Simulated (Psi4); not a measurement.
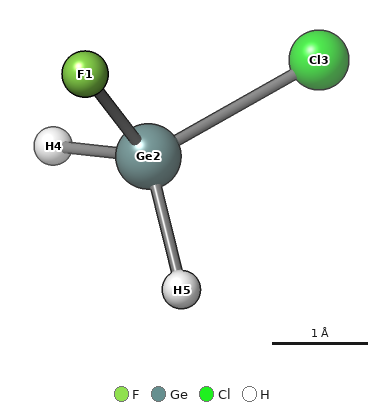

Fig. 1: The input geometry (ball-and-stick view, seen at a tilt; atoms are numbered from 1 in the order of the input). Sticks mark near contacts.

# Property calculation, with input and output: GeH2ClF

GeH2ClF, SMILES [F][GeH2][Cl], computed with B3LYP/cc-pVDZ-DK, RKS, sfX2C (Psi4 1.11).

The geometry comes from this level: PBE0-D4/def2-TZVP.

The input (job.py):
```python
import psi4

psi4.set_memory(1600000000)
psi4.set_num_threads(1)
psi4.core.set_output_file('output.dat', False)

molecule = psi4.geometry("""
F     -0.242000    -0.508000     1.588600
Ge     0.139900    -0.089200    -0.045500
Cl    -1.390300     1.244900    -0.698900
H      0.067600    -1.375500    -0.867400
H      1.474700     0.654200    -0.018300
symmetry c1
""")

psi4.set_options({
    'basis': 'cc-pVDZ-DK',
    'reference': 'rks',
    'puream': True,
    'scf_type': 'pk',
    'dft_radial_points': 99,
    'dft_spherical_points': 590,
    'relativistic': 'x2c',
})

E, wfn = psi4.energy('b3lyp', molecule=molecule, return_wfn=True)
psi4.oeprop(wfn, 'DIPOLE', 'QUADRUPOLE', 'MULLIKEN_CHARGES', 'LOWDIN_CHARGES')
print(f'b3lyp energy: {E:.10f} Eh')
```

Run on 1 thread of Intel Xeon (Sapphire Rapids), 16 GiB of memory available, shared host.

Command:
```bash
python job.py
```

What the program printed:
```
Relativistic analytic gradients are not implemented yet, re-routing to finite differences.

   => Loading Basis Set <=

    Name: CC-PVDZ-DK
    Role: ORBITAL
    Keyword: BASIS

         ---------------------------------------------------------
                                   SCF
                              RKS Reference
                        1 Threads,   1525 MiB Core
         ---------------------------------------------------------

  ==> Geometry <==

    Molecular point group: c1
    Full point group: C1

    Geometry (in Angstrom), charge = 0, multiplicity = 1:

       Center              X                  Y                   Z               Mass
    ------------   -----------------  -----------------  -----------------  -----------------
         F            0.076072126494    -0.712464878199     1.577167812006    18.998403162730
         GE           0.457972126494    -0.293664878199    -0.056932187994    73.921177761000
         CL          -1.072227873506     1.040435121801    -0.710332187994    34.968852682000
         H            0.385672126494    -1.579964878199    -0.878832187994     1.007825032230
         H            1.792772126494     0.449735121801    -0.029732187994     1.007825032230

  Running in c1 symmetry.

  Rotational constants: A =      0.41967  B =      0.11627  C =      0.09456 [cm^-1]
  Rotational constants: A =  12581.34521  B =   3485.68293  C =   2834.71620 [MHz]
  Nuclear repulsion =  281.182606757185397

  Charge       = 0
  Multiplicity = 1
  Electrons    = 60
  Nalpha       = 30
  Nbeta        = 30

  ==> Algorithm <==

  SCF Algorithm Type is PK.
  DIIS enabled.
  MOM disabled.
  Fractional occupation disabled.
  Guess Type is SAD.
  Energy threshold   = 1.00e-06
  Density threshold  = 1.00e-06
  Integral threshold = 1.00e-12

  ==> Primary Basis <==

  Basis Set: CC-PVDZ-DK
    Blend: CC-PVDZ-DK
    Number of shells: 31
    Number of basis functions: 69
    Number of Cartesian functions: 73
    Spherical Harmonics?: true
    Max angular momentum: 2

  ==> DFT Potential <==

   => LibXC <=

    Version 7.1.2

   => Composite Functional: B3LYP <=

    B3LYP Hyb-GGA Exchange-Correlation Functional

    Deriv               =              1
    GGA                 =           TRUE
    Meta                =          FALSE

    Exchange Hybrid     =           TRUE
    MP2 Hybrid          =          FALSE

   => Exchange Functionals <=

    0.0800   Slater exchange
    0.7200         Becke 88

   => Exact (HF) Exchange <=

    0.2000               HF

   => Correlation Functionals <=

    0.1900   Vosko, Wilk & Nusair (VWN5_RPA)
    0.8100   Lee, Yang & Parr

   => LibXC Density Thresholds  <==

    XC_HYB_GGA_XC_B3LYP:  1.00E-15

   => Molecular Quadrature <=

    Radial Scheme          =       TREUTLER
    Pruning Scheme         =           NONE
    Nuclear Scheme         =       TREUTLER

    Blocking Scheme        =         OCTREE
    BS radius alpha        =              1
    Pruning alpha          =              1
    Radial Points          =             99
    Spherical Points       =            590
    Total Points           =         276708
    Total Blocks           =           2067
    Max Points             =            256
    Max Functions          =             69
    Weights Tolerance      =       1.00E-15

   => Loading Basis Set <=

    Name: (CC-PVDZ-DK AUX)
    Role: DECON
    Keyword: BASIS_RELATIVISTIC

  ==> Integral Setup <==

  Using in-core PK algorithm.
   Calculation information:
      Number of atoms:                   5
      Number of AO shells:              31
      Number of primitives:            172
      Number of atomic orbitals:        73
      Number of basis functions:        69

      Integral cutoff                 1.00e-12
      Number of threads:                 1

  Performing in-core PK
  Using 5834640 doubles for integral storage.
  We computed 121492 shell quartets total.
  Whereas there are 123256 unique shell quartets.

  ==> DiskJK: Disk-Based J/K Matrices <==

    J tasked:                  Yes
    K tasked:                  Yes
    wK tasked:                  No
    Memory [MiB]:              650
    Schwarz Cutoff:          1E-12

  Cached 100.0% of DFT collocation blocks in 0.482 [GiB].

 OEINTS: Using relativistic (X2C) overlap, kinetic, and potential integrals.
         ------------------------------------------------------------
         Spin-Free X2C Integrals at the One-Electron Level (SFX2C-1e)
         ------------------------------------------------------------

  ==> X2C Options <==

    Computational Basis: CC-PVDZ-DK
    X2C Basis: (CC-PVDZ-DK AUX)
    The X2C Hamiltonian will be computed in the X2C Basis

    Comparing only 69 out of 158 elements of H_Dirac

    The 1-norm of |H_X2C - H_Dirac| is: 485.324360804235

    WARNING: The X2C and Dirac Hamiltonians have substatially different eigenvalues!
             This is probably caused by the recontraction of the basis set.

  Minimum eigenvalue in the overlap matrix is 1.8982693470E-02.
  Reciprocal condition number of the overlap matrix is 5.4555159516E-03.
    Using symmetric orthogonalization.

  ==> Pre-Iterations <==

  SCF Guess: Superposition of Atomic Densities via on-the-fly atomic UHF (no occupation information).

   -------------------------
    Irrep   Nso     Nmo
   -------------------------
     A         69      69
   -------------------------
    Total      69      69
   -------------------------

  ==> Iterations <==

                        Total Energy        Delta E     RMS |[F,P]|

   @RKS iter SAD: -2658.14726646824965   -2.65815e+03   0.00000e+00
   @RKS iter   1: -2660.97468230577078   -2.82742e+00   1.64168e-02 ADIIS/DIIS
   @RKS iter   2: -2661.11379861697196   -1.39116e-01   1.72720e-02 ADIIS/DIIS
   @RKS iter   3: -2661.59748897816462   -4.83690e-01   1.11804e-03 ADIIS/DIIS
   @RKS iter   4: -2661.59875969630548   -1.27072e-03   8.61002e-04 ADIIS/DIIS
   @RKS iter   5: -2661.60071398884520   -1.95429e-03   1.64269e-04 ADIIS/DIIS
   @RKS iter   6: -2661.60075373509244   -3.97462e-05   6.17794e-05 DIIS
   @RKS iter   7: -2661.60076155602337   -7.82093e-06   8.63444e-06 DIIS
   @RKS iter   8: -2661.60076173708194   -1.81059e-07   9.72702e-07 DIIS
  Energy and wave function converged.

  ==> Post-Iterations <==

   Electrons on quadrature grid:
      Ntotal   =   60.0000007902 ; deviation = 7.902e-07

    Orbital Energies [Eh]
    ---------------------

    Doubly Occupied:

       1A   -404.195485     2A   -101.893565     3A    -51.083553
       4A    -44.640094     5A    -44.639526     6A    -44.638658
       7A    -24.700193     8A     -9.523046     9A     -7.222266
      10A     -7.215516    11A     -7.215092    12A     -6.488037
      13A     -4.504012    14A     -4.502021    15A     -4.498469
      16A     -1.263642    17A     -1.248323    18A     -1.244022
      19A     -1.243012    20A     -1.243008    21A     -1.146182
      22A     -0.835455    23A     -0.590339    24A     -0.440571
      25A     -0.434744    26A     -0.427570    27A     -0.371322
      28A     -0.370034    29A     -0.333009    30A     -0.322135

    Virtual:

      31A     -0.019388    32A     -0.002702    33A      0.025715
      34A      0.089165    35A      0.233114    36A      0.234445
      37A      0.237723    38A      0.310277    39A      0.353392
      40A      0.381421    41A      0.418376    42A      0.434011
      43A      0.462667    44A      0.576303    45A      0.591273
      46A      0.662415    47A      0.710098    48A      0.724749
      49A      0.775143    50A      0.795110    51A      0.803024
      52A      0.845584    53A      0.866437    54A      1.198572
      55A      1.203048    56A      1.257284    57A      1.280199
      58A      1.376297    59A      1.419773    60A      1.527677
      61A      1.539408    62A      1.776281    63A      1.904976
      64A      2.192912    65A      3.585572    66A      3.585614
      67A      3.614833    68A      3.620853    69A      3.752690

    Final Occupation by Irrep:
              A
    DOCC [    30 ]
    NA   [    30 ]
    NB   [    30 ]

  @RKS Final Energy: -2661.60076173708194

   => Energetics <=

    Nuclear Repulsion Energy =            281.1826067571853969
    One-Electron Energy =               -4260.4086083363645230
    Two-Electron Energy =                1414.2251012165945667
    DFT Exchange-Correlation Energy =     -96.5998613744971237
    Empirical Dispersion Energy =           0.0000000000000000
    VV10 Nonlocal Energy =                  0.0000000000000000
    Total Energy =                      -2661.6007617370819389

Computation Completed

Properties will be evaluated at   0.000000,   0.000000,   0.000000 [a0]

Properties computed using the SCF density matrix

 Multipole Moments:

 ------------------------------------------------------------------------------------
     Multipole            Electronic (a.u.)      Nuclear  (a.u.)        Total (a.u.)
 ------------------------------------------------------------------------------------

 L = 1.  Multiply by 2.5417464519 to convert [e a0] to [Debye]
 Dipole X            :          2.0237172           -1.3410865            0.6826307
 Dipole Y            :         -1.6560488            1.4129620           -0.2430868
 Dipole Z            :          0.6055900           -1.1556266           -0.5500367
 Magnitude           :                                                    0.9097341

 ------------------------------------------------------------------------------------

	total time  =         14 seconds =       0.23 minutes

Properties will be evaluated at   0.000000,   0.000000,   0.000000 [a0]
OEProp: No title given, name of density matrix used for the following properties is 'SCF density'

 Multipole Moments:

 ------------------------------------------------------------------------------------
     Multipole            Electronic (a.u.)      Nuclear  (a.u.)        Total (a.u.)
 ------------------------------------------------------------------------------------

 L = 1.  Multiply by 2.5417464519 to convert [e a0] to [Debye]
 Dipole X            :          2.0237172           -1.3410865            0.6826307
 Dipole Y            :         -1.6560488            1.4129620           -0.2430868
 Dipole Z            :          0.6055900           -1.1556266           -0.5500367
 Magnitude           :                                                    0.9097341

 L = 2.  Multiply by 1.3450342976 to convert [e a0^2] to [Debye ang]
 Quadrupole XX       :       -131.5254692          105.9567896          -25.5686796
 Quadrupole XY       :         84.2376738          -84.1324124            0.1052614
 Quadrupole XZ       :        -46.1534368           45.7134173           -0.4400194
 Quadrupole YY       :       -127.8762412          101.5226790          -26.3535622
 Quadrupole YZ       :         75.5894726          -74.1597950            1.4296776
 Quadrupole ZZ       :       -142.0803167          113.7091194          -28.3711973
 Traceless XX        :          2.3018732           -1.1060731            1.1958001
 Traceless YY        :          5.9511011           -5.5401836            0.4109175
 Traceless ZZ        :         -8.2529743            6.6462567           -1.6067176

 ------------------------------------------------------------------------------------
  Mulliken Charges: (a.u.)
   Center  Symbol    Alpha    Beta     Spin     Total
       1     F     4.67285  4.67285  0.00000 -0.34570
       2    GE    15.66048 15.66048  0.00000  0.67904
       3    CL     8.61551  8.61551  0.00000 -0.23102
       4     H     0.52558  0.52558  0.00000 -0.05116
       5     H     0.52558  0.52558  0.00000 -0.05116

   Total alpha = 30.00000, Total beta = 30.00000, Total charge = -0.00000

  Lowdin Charges: (a.u.)
   Center  Symbol    Alpha    Beta     Spin     Total
       1     F     4.59302  4.59302  0.00000 -0.18604
       2    GE    15.83817 15.83817  0.00000  0.32366
       3    CL     8.52199  8.52199  0.00000 -0.04398
       4     H     0.52341  0.52341  0.00000 -0.04681
       5     H     0.52341  0.52341  0.00000 -0.04682

  Total alpha = 30.00000, Total beta = 30.00000, Total charge = -0.00000
```

Standard output:
```
b3lyp energy: -2661.6007617371 Eh
```

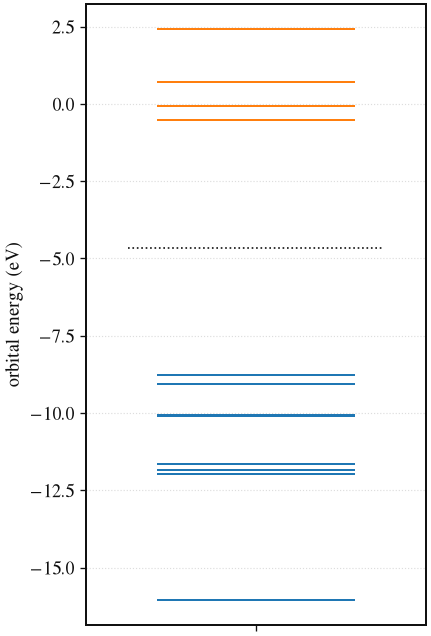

Fig. 2: Orbital energies near the frontier; the dotted line parts filled from empty levels, and levels within 0.02 eV of each other stand side by side. Highest filled −8.77 eV, lowest empty −0.53 eV, 8.24 eV apart.

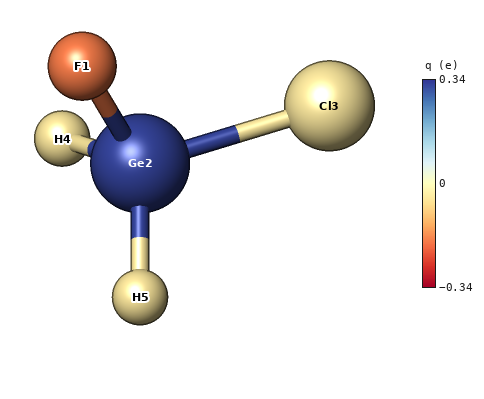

Fig. 3: Löwdin charges, as the colour of each atom (ball-and-stick view, seen at a tilt; atoms are numbered from 1 in the order of the input). By element: F −0.19, Ge +0.32, Cl −0.04 and H −0.05 e.

Key numbers:

- outcome: converged
- total energy: −2661.600762 hartree
- basis functions: 69
- HOMO: −8.77 eV
- LUMO: −0.53 eV
- dipole moment: 2.31 D
- wall time: 15 s
- peak memory: 0.96 GiB
